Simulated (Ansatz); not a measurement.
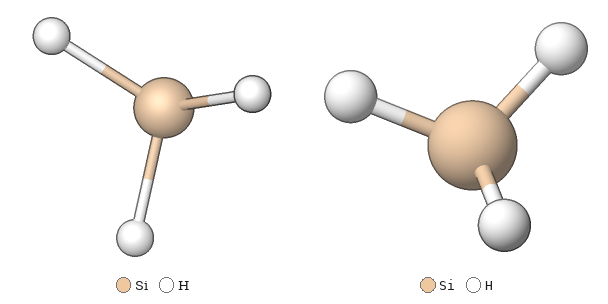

The same structure drawn twice, from different directions.

State: neutral, doublet. Computed geometry: PBE0-D4/def2-TZVP optimisation.

Identify the structure.

Formula SiH₃. The point group is C3v. It is an open-shell species. Coordination: 1 Si trigonal pyramidal.

More results for the same structure follow; atom numbers are the same in all pictures, views and colours differ.

### Charges

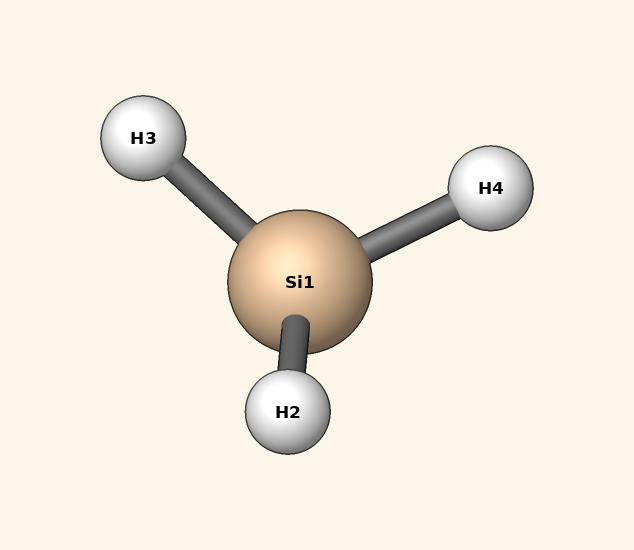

The questions are on Mulliken charges. Method: UKS PBE0-D4/def2-TZVP (Ansatz 0.2.0).

List the Mulliken charges.

```
atom  value (e)
 Si1      −0.01
  H2       0.00
  H3       0.00
  H4       0.00
```

### Electronic properties

Properties computed with UHF-CCSD(T), frozen core/def2-QZVPP (Ansatz 0.2.0).

> What is the ⟨S²⟩ of the determinant?

0.755.

> Give the T1 diagnostic at this level.

0.016.

### Vibrations

Harmonic vibrations computed with UKS PBE0-D4/def2-TZVP (Ansatz 0.2.0) at a stationary point of the same level.

> List the wavenumbers.

6 modes: 747, 927, 927, 2203, 2242, 2242 cm⁻¹.

Mulliken values depend strongly on the basis set and can even reverse the polarity of a bond.
